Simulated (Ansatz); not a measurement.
# Geometry relaxation of CH$_{7}$FGe (part 2 of 2)

The same run, continued: CH$_{7}$FGe; RKS B3LYP/def2-SVP (Ansatz 0.2.0). It belongs to a series of runs on one base structure; here: end point B relaxed.

Geometry of the input (Å):
```
Ge -0.0617  -0.4534  -0.4572
C  0.2951  -0.0594  2.6738
H  -0.7971  0.0300  2.7554
H  0.7297  -0.0852  3.6839
H  0.6916  0.8186  2.1456
H  1.1669  0.4613  -0.3400
H  -1.3099  0.1030  0.2405
H  -0.3645  -0.7841  -1.9331
F  0.3409  -1.9602  0.2653
H  0.5551  -0.9904  2.1430
```

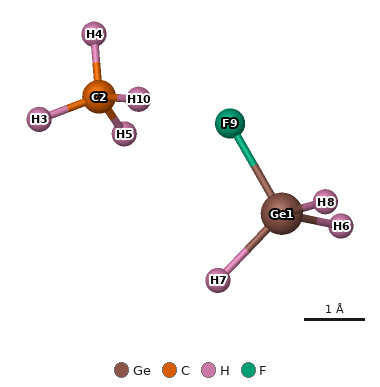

**Figure 1.** The geometry at step 15 of the log (ball-and-stick view, seen at a tilt; atoms are numbered from 1 in the order of the input).

Trajectory as extended XYZ, continued:
```
10
Properties=species:S:1:pos:R:3:forces:R:3 step=7 energy=-60378.31556
Ge   -0.0963   -0.4837   -0.8556    0.0025  -0.0542  -0.0123
C     0.3233   -0.0276    3.0423    0.0246  -0.0603   0.0109
H    -0.7408    0.1266    3.2755    0.0198  -0.0133   0.0085
H     0.8759   -0.2324    3.9728   -0.0370   0.0189  -0.0535
H     0.7265    0.8837    2.5752    0.0074  -0.0149   0.0087
H     1.0911    0.4912   -0.7864    0.0023   0.0003  -0.0079
H    -1.3763    0.0975   -0.2319   -0.0033   0.0004  -0.0079
H    -0.3338   -1.0133   -2.2835    0.0089   0.0116   0.0388
F     0.3445   -1.8820    0.1149   -0.0119   0.0428  -0.0259
H     0.4322   -0.8800    2.3537   -0.0134   0.0687   0.0406
10
Properties=species:S:1:pos:R:3:forces:R:3 step=8 energy=-60378.31758
Ge   -0.0996   -0.4870   -0.9071    0.0013  -0.0595  -0.0366
C     0.3262   -0.0275    3.0902    0.0644  -0.0953   0.0155
H    -0.7269    0.1282    3.3720    0.0434  -0.0366   0.0019
H     0.9103   -0.2983    3.9879   -0.0950   0.0548  -0.1394
H     0.7241    0.9084    2.6658    0.0079  -0.0635   0.0240
H     1.0786    0.5009   -0.8696    0.0057  -0.0054  -0.0083
H    -1.3904    0.1160   -0.3266   -0.0004  -0.0126  -0.0069
H    -0.3157   -1.0861   -2.3128    0.0111   0.0275   0.0702
F     0.3410   -1.8356    0.1324   -0.0199   0.0497  -0.0343
H     0.3985   -0.8390    2.3449   -0.0184   0.1408   0.1139
10
Properties=species:S:1:pos:R:3:forces:R:3 step=9 energy=-60378.31968
Ge   -0.1015   -0.4892   -0.9372   -0.0017  -0.0504  -0.0102
C     0.3288   -0.0258    3.1179    0.0375  -0.0577   0.0076
H    -0.7197    0.1245    3.4181    0.0348  -0.0300  -0.0014
H     0.9228   -0.3212    3.9991   -0.0648   0.0400  -0.0938
H     0.7243    0.9193    2.7133    0.0073  -0.0471   0.0184
H     1.0760    0.5001   -0.9100    0.0001  -0.0033  -0.0101
H    -1.3976    0.1189   -0.3739    0.0018  -0.0029  -0.0082
H    -0.3101   -1.1138   -2.3311    0.0108   0.0193   0.0433
F     0.3344   -1.8171    0.1299   -0.0133   0.0390  -0.0263
H     0.3888   -0.8157    2.3511   -0.0126   0.0930   0.0807
10
Properties=species:S:1:pos:R:3:forces:R:3 step=10 energy=-60378.32286
Ge   -0.1186   -0.4903   -1.0422    0.0362  -0.0906   0.0829
C     0.3442   -0.0329    3.2168    0.0009   0.0043  -0.0036
H    -0.6985    0.0932    3.5457    0.0206  -0.0120  -0.0170
H     0.9531   -0.3690    4.0689    0.0011   0.0080  -0.0136
H     0.7292    0.9332    2.8545   -0.0060  -0.0330   0.0192
H     1.0528    0.5080   -1.0755   -0.0058  -0.0185   0.0102
H    -1.4290    0.1623   -0.5600    0.0365  -0.0455  -0.0242
H    -0.2822   -1.2233   -2.3896   -0.0103   0.0087   0.0772
F     0.3010   -1.7225    0.1489   -0.0567   0.1455  -0.1488
H     0.3942   -0.7785    2.4097   -0.0164   0.0331   0.0177
10
Properties=species:S:1:pos:R:3:forces:R:3 step=11 energy=-60378.32437
Ge   -0.1181   -0.4881   -1.0930   -0.0200  -0.2000   0.1208
C     0.3495   -0.0308    3.2617    0.0458  -0.0193  -0.0401
H    -0.6843    0.0735    3.6260    0.0347  -0.0142  -0.0286
H     0.9777   -0.4371    4.0719   -0.0439   0.0416  -0.0904
H     0.7309    0.9614    2.9664   -0.0220  -0.0925   0.0432
H     1.0539    0.5088   -1.1499   -0.0280  -0.0225  -0.0100
H    -1.4457    0.1668   -0.6629    0.0595  -0.0045  -0.0154
H    -0.2765   -1.2980   -2.3979    0.0342   0.0552   0.0722
F     0.2838   -1.6652    0.1615   -0.0465   0.1727  -0.1745
H     0.3749   -0.7110    2.3934   -0.0139   0.0835   0.1229
10
Properties=species:S:1:pos:R:3:forces:R:3 step=12 energy=-60378.32635
Ge   -0.1238   -0.4945   -1.1009    0.0475  -0.1020   0.0933
C     0.3493   -0.0293    3.2689    0.0363  -0.0208  -0.0250
H    -0.6799    0.0682    3.6470    0.0269  -0.0128  -0.0173
H     0.9852   -0.4631    4.0580   -0.0441   0.0384  -0.0743
H     0.7318    0.9690    3.0007   -0.0119  -0.0644   0.0286
H     1.0457    0.5026   -1.1719   -0.0046   0.0013  -0.0041
H    -1.4447    0.1738   -0.6778    0.0151  -0.0223  -0.0226
H    -0.2617   -1.3161   -2.3974   -0.0133   0.0188   0.0465
F     0.2827   -1.6480    0.1694   -0.0466   0.1052  -0.1253
H     0.3615   -0.6825    2.3811   -0.0052   0.0586   0.1003
10
Properties=species:S:1:pos:R:3:forces:R:3 step=13 energy=-60378.32824
Ge   -0.1236   -0.4968   -1.1202    0.0186  -0.0100   0.0277
C     0.3515   -0.0289    3.2887    0.0048  -0.0075   0.0111
H    -0.6746    0.0610    3.6748    0.0082  -0.0088  -0.0012
H     0.9931   -0.4768    4.0623   -0.0134   0.0114  -0.0132
H     0.7324    0.9723    3.0378    0.0055  -0.0041   0.0034
H     1.0428    0.5020   -1.2047    0.0058   0.0017   0.0010
H    -1.4472    0.1748   -0.7185   -0.0117   0.0005  -0.0011
H    -0.2606   -1.3354   -2.4018   -0.0041  -0.0171  -0.0045
F     0.2751   -1.6272    0.1665   -0.0104   0.0268  -0.0328
H     0.3573   -0.6650    2.3923   -0.0033   0.0071   0.0097
10
Properties=species:S:1:pos:R:3:forces:R:3 step=14 energy=-60378.32993
Ge   -0.1296   -0.4976   -1.1747    0.0040  -0.0106   0.0051
C     0.3583   -0.0300    3.3403    0.0041  -0.0087   0.0141
H    -0.6632    0.0457    3.7410    0.0041  -0.0075  -0.0001
H     1.0082   -0.5060    4.0891   -0.0071   0.0085   0.0001
H     0.7370    0.9793    3.1216    0.0051  -0.0031  -0.0024
H     1.0347    0.5018   -1.2880   -0.0013  -0.0045  -0.0021
H    -1.4601    0.1856   -0.8138    0.0009  -0.0041  -0.0058
H    -0.2522   -1.3920   -2.4213   -0.0003   0.0046   0.0113
F     0.2594   -1.5724    0.1605   -0.0044   0.0178  -0.0106
H     0.3536   -0.6342    2.4224   -0.0051   0.0076  -0.0095
10
Properties=species:S:1:pos:R:3:forces:R:3 step=15 energy=-60378.32983 accepted=F
Ge   -0.1415   -0.4974   -1.2706    0.0009  -0.1463   0.0738
C     0.3719   -0.0367    3.4307    0.0664  -0.0418  -0.0347
H    -0.6413    0.0046    3.8588    0.0222  -0.0132  -0.0193
H     1.0371   -0.5769    4.1255   -0.0629   0.0717  -0.0681
H     0.7466    0.9911    3.2903   -0.0169  -0.1009   0.0088
H     1.0178    0.5004   -1.4555   -0.0227  -0.0380   0.0091
H    -1.4870    0.2104   -1.0081    0.0619  -0.0473  -0.0108
H    -0.2303   -1.5142   -2.4344    0.0097   0.0987   0.1303
F     0.2252   -1.4375    0.1786   -0.0501   0.1352  -0.2015
H     0.3479   -0.5638    2.4620   -0.0084   0.0818   0.1126
10
Properties=species:S:1:pos:R:3:forces:R:3 step=16 energy=-60378.33137
Ge   -0.1355   -0.4959   -1.2193    0.0013  -0.0437   0.0072
C     0.3648   -0.0338    3.3817    0.0212  -0.0151  -0.0091
H    -0.6525    0.0229    3.7965    0.0065  -0.0065  -0.0057
H     1.0219   -0.5453    4.1017   -0.0187   0.0219  -0.0209
H     0.7418    0.9857    3.2068   -0.0034  -0.0313   0.0048
H     1.0283    0.4995   -1.3693   -0.0112  -0.0026  -0.0015
H    -1.4745    0.1967   -0.9083    0.0160  -0.0026  -0.0076
H    -0.2408   -1.4544   -2.4208    0.0021   0.0224   0.0273
F     0.2424   -1.5011    0.1732   -0.0092   0.0286  -0.0291
H     0.3502   -0.5942    2.4350   -0.0046   0.0289   0.0345
10
Properties=species:S:1:pos:R:3:forces:R:3 step=17 energy=-60378.33221
Ge   -0.1410   -0.4979   -1.2680   -0.0022  -0.0621   0.0294
C     0.3713   -0.0366    3.4277    0.0359  -0.0221  -0.0123
H    -0.6414    0.0018    3.8557    0.0092  -0.0084  -0.0090
H     1.0362   -0.5797    4.1179   -0.0321   0.0387  -0.0329
H     0.7464    0.9903    3.2934   -0.0066  -0.0523   0.0034
H     1.0182    0.4978   -1.4540   -0.0089  -0.0190   0.0016
H    -1.4846    0.2082   -1.0056    0.0256  -0.0213  -0.0062
H    -0.2311   -1.5139   -2.4252    0.0059   0.0447   0.0574
F     0.2256   -1.4336    0.1776   -0.0208   0.0601  -0.0829
H     0.3465   -0.5563    2.4576   -0.0059   0.0416   0.0515
10
Properties=species:S:1:pos:R:3:forces:R:3 step=18 energy=-60378.33301
Ge   -0.1459   -0.4962   -1.2932    0.0207  -0.0605   0.0211
C     0.3744   -0.0394    3.4511    0.0282  -0.0228  -0.0075
H    -0.6353   -0.0107    3.8870    0.0083  -0.0071  -0.0075
H     1.0436   -0.5994    4.1228   -0.0283   0.0334  -0.0273
H     0.7494    0.9898    3.3392   -0.0039  -0.0391   0.0009
H     1.0155    0.4922   -1.5030   -0.0181  -0.0037   0.0021
H    -1.4926    0.2123   -1.0563    0.0261  -0.0165  -0.0121
H    -0.2221   -1.5467   -2.4193   -0.0094   0.0417   0.0459
F     0.2174   -1.3871    0.1801   -0.0198   0.0412  -0.0570
H     0.3419   -0.5346    2.4688   -0.0039   0.0335   0.0415
10
Properties=species:S:1:pos:R:3:forces:R:3 step=19 energy=-60378.33350
Ge   -0.1465   -0.4968   -1.3411   -0.0282  -0.0638   0.0615
C     0.3810   -0.0463    3.4954    0.0263  -0.0210  -0.0250
H    -0.6230   -0.0410    3.9456    0.0134  -0.0042  -0.0123
H     1.0581   -0.6423    4.1276   -0.0326   0.0356  -0.0379
H     0.7560    0.9873    3.4346   -0.0071  -0.0405   0.0047
H     1.0055    0.4920   -1.5970   -0.0044  -0.0349  -0.0029
H    -1.5002    0.2176   -1.1721    0.0197  -0.0116   0.0016
H    -0.2167   -1.6188   -2.3980    0.0294   0.0553   0.0589
F     0.1975   -1.2862    0.1957   -0.0169   0.0555  -0.1213
H     0.3346   -0.4855    2.4866    0.0004   0.0296   0.0727
10
Properties=species:S:1:pos:R:3:forces:R:3 step=20 energy=-60378.33412
Ge   -0.1516   -0.4949   -1.3400    0.0275  -0.0654   0.0495
C     0.3809   -0.0465    3.4948    0.0196  -0.0100  -0.0218
H    -0.6225   -0.0440    3.9460    0.0097  -0.0018  -0.0076
H     1.0580   -0.6483    4.1205   -0.0228   0.0235  -0.0264
H     0.7575    0.9868    3.4425   -0.0076  -0.0308   0.0048
H     1.0064    0.4839   -1.6035   -0.0126   0.0017   0.0051
H    -1.5051    0.2190   -1.1722    0.0182  -0.0107  -0.0042
H    -0.2069   -1.6202   -2.3909   -0.0095   0.0288   0.0312
F     0.1969   -1.2793    0.1971   -0.0243   0.0462  -0.0852
H     0.3326   -0.4764    2.4829    0.0017   0.0184   0.0546
10
Properties=species:S:1:pos:R:3:forces:R:3 step=21 energy=-60378.33459
Ge   -0.1508   -0.4959   -1.3451   -0.0016   0.0037  -0.0086
C     0.3820   -0.0473    3.4998    0.0005  -0.0001   0.0015
H    -0.6210   -0.0469    3.9509    0.0001  -0.0002   0.0005
H     1.0588   -0.6514    4.1214    0.0000  -0.0003   0.0004
H     0.7589    0.9850    3.4522    0.0000  -0.0001   0.0007
H     1.0041    0.4849   -1.6125   -0.0024  -0.0021   0.0001
H    -1.5045    0.2181   -1.1862    0.0028  -0.0017  -0.0011
H    -0.2074   -1.6270   -2.3864    0.0001   0.0012   0.0023
F     0.1931   -1.2669    0.1953    0.0006  -0.0007   0.0043
H     0.3330   -0.4725    2.4877   -0.0001   0.0002   0.0000
10
Properties=species:S:1:pos:R:3:forces:R:3 step=22 energy=-60378.33477
Ge   -0.1530   -0.4959   -1.3624   -0.0016   0.0014  -0.0023
C     0.3845   -0.0491    3.5162    0.0010   0.0010   0.0008
H    -0.6172   -0.0546    3.9702   -0.0002  -0.0003   0.0001
H     1.0627   -0.6620    4.1275    0.0000   0.0002  -0.0007
H     0.7616    0.9837    3.4818   -0.0005  -0.0025   0.0004
H     1.0006    0.4824   -1.6436   -0.0002  -0.0033  -0.0001
H    -1.5080    0.2193   -1.2219    0.0020  -0.0039  -0.0009
H    -0.2037   -1.6464   -2.3828    0.0002   0.0037   0.0046
F     0.1865   -1.2372    0.1937   -0.0007   0.0027  -0.0021
H     0.3323   -0.4602    2.4984    0.0000   0.0008   0.0003
```

Results in brief:

- outcome: converged
- total energy: −60378.3351 eV
- mean-field energy: −60378.3351 eV
- largest force (length of the vector) at the end: 0.006 eV/Å
- wall time: 40 s (CPU time 77 s)
- peak memory: 0.2 GiB
